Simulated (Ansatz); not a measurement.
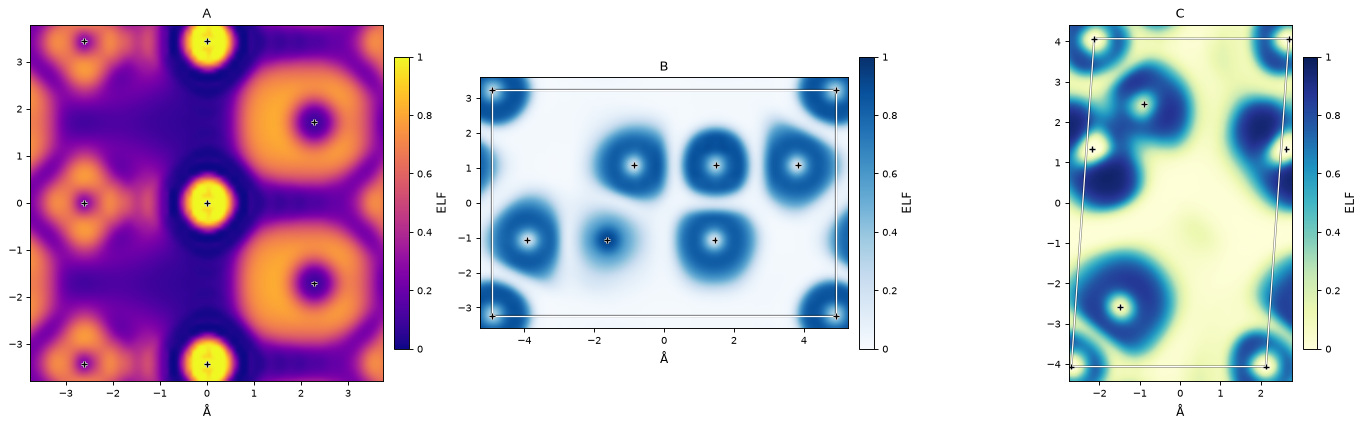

The electron localisation function of 3 systems, each on a plane through atoms (crosses mark nuclei in the plane).

Computed with DFT PBE, scalar-relativistic, plane waves, PAW (Ansatz).

System 1: Y$_{2}$CdO$_{4}$, the (110) plane of the conventional cell. Space group P3m1; a structure from a database of computed crystals, not necessarily the ambient phase; a generated structure, not necessarily the stable one; changed on purpose from its base cell (volume × 1.06, shape and atoms relaxed); computed pressure about −6 GPa in this cell.

```
Y Cd O
1.0
     3.73293    0.00000    0.00000
    -1.86647    3.23282    0.00000
     0.00000    0.00000    9.85438
Y Cd O
2 1 4
Direct
  0.66667 0.33333 0.37600
  0.33333 0.66667 0.02676
  0.00000 0.00000 0.71156
  0.33333 0.66667 0.78846
  0.33333 0.66667 0.26406
  0.00000 0.00000 0.47833
  0.00000 0.00000 0.02282
```

System 2: Ta$_{2}$SN$_{4}$, the (101) plane of the conventional cell. Space group P1; a structure from a database of computed crystals, not necessarily the ambient phase; a generated structure, not necessarily the stable one.

System 3: Li$_{3}$IrSe$_{3}$, the (010) plane of the conventional cell. Space group P-62m; a generated structure, not necessarily the stable one; computed without spin polarisation.

**Match each panel to its system.**

Panel A is system 3, Li$_{3}$IrSe$_{3}$: the plane holds Li, Ir and Se. Li–Se (2.85 Å): the ELF is about 0.65 at the midpoint. Panel B is system 1, Y$_{2}$CdO$_{4}$: the plane holds Y, Cd and O. Y–O (2.16 Å): the ELF peaks at about 0.80 in the valence shell of O, 0.6 Å from its nucleus, and drops to about 0.15 between the two atoms: an ionic contact with no shared pair. Panel C is system 2, Ta$_{2}$SN$_{4}$: the plane holds Ta, S and N. S–N (1.72 Å): the ELF peaks at about 0.80 between the atoms: a shared electron pair.
